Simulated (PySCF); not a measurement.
**N₂O, SMILES `[N-]=[N+]=O`: what the electrons do**

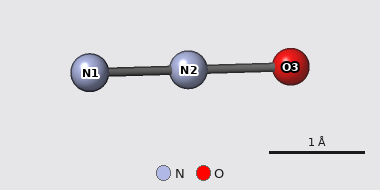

The molecule, with its atoms numbered as below. No frequency check shows the geometry to be a minimum.

Geometry (Å), atoms numbered from 1:

```
N1       1.1723    0.0000    0.0000
N2       0.0665    0.0000    0.0000
O3      -1.0839    0.0000    0.0000
```

## 1. Bonding charge

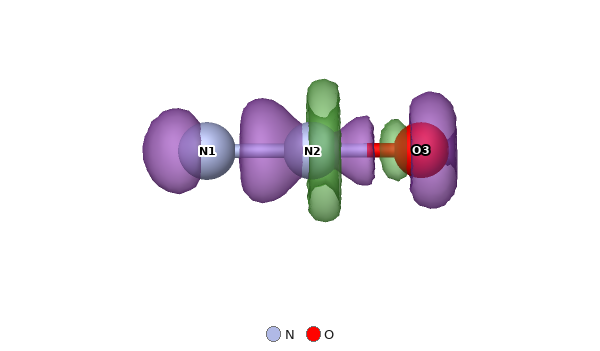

Deformation density (molecule less spherical, spin-averaged free atoms at the same positions), surfaces at ±0.15 e/Å³; purple: gain, green: loss.

Level of theory: PBE0/6-311G** (PySCF), at a geometry from GFN2-xTB.

Q: How much density has each bond gained at its critical point, relative to the free atoms?

A: N2–O3: +0.50 e/Å³ at the bond critical point (bond length 1.15 Å, Mayer order 1.6). N1–N2: +0.47 e/Å³ at the bond critical point (bond length 1.11 Å, Mayer order 2.2). In all, 0.7 electrons gather in the regions of gain relative to the promolecule.

Q: Where do the Hirshfeld charges lie?

A: The highest Hirshfeld charge is on N2 (+0.23 e), the lowest on O3 (−0.13 e).

| atom | charge (e) |
| --- | --- |
| N1 | −0.10 |
| N2 | +0.23 |
| O3 | −0.13 |

## 2. Bond critical points

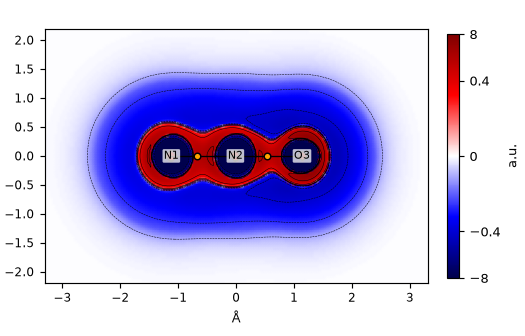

Negative Laplacian of the density (−∇²ρ) in the molecular plane (red positive, blue negative, colour scale in a.u., logarithmic beyond ±0.04), with bond paths and bond critical points (dots).

Q: Sort the bonds in the plane by the sign of ∇²ρ at their critical points.

A: Concentrated (∇²ρ < 0): N1–N2 (−1.62 a.u.); N2–O3 (−1.45 a.u.). At none is it depleted.

Q: Where along N1–N2 does the critical point lie?

A: 0.45 Å from N1 and 0.66 Å from N2.

## 3. Electrostatic potential

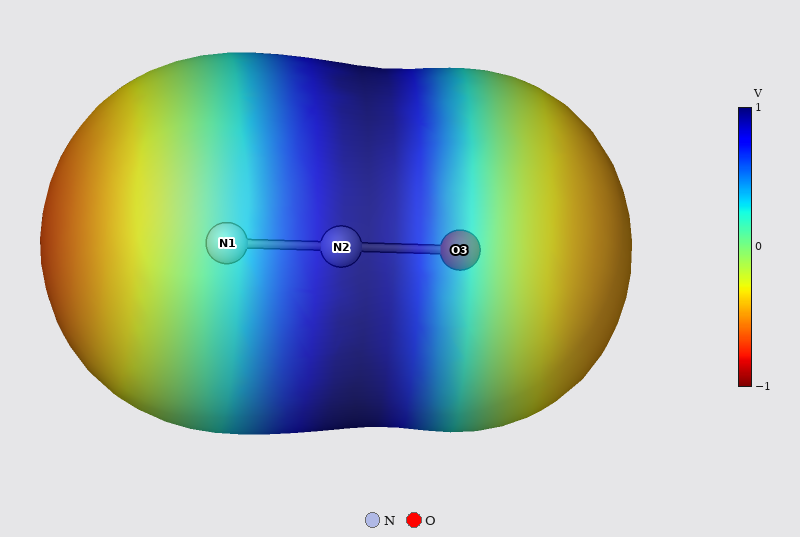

Electrostatic potential on the surface of electron density 0.001 a.u.

Q: Where are the extremes of the potential on the surface?

A: Highest: 0.99 V, off the N2–O3 bond (1.8 to 1.9 Å from its atoms), and at like points elsewhere. Lowest: −0.65 V, 1.8 Å from N1. Further minima include −0.47 V, 1.7 Å from O3. The surface is sampled at points, so like sites can differ by a few per cent and only the strongest of them is named.

Q: What volume does the surface enclose, and what is the dipole moment?

A: About 47 Å³; the dipole moment is 0.1 D.
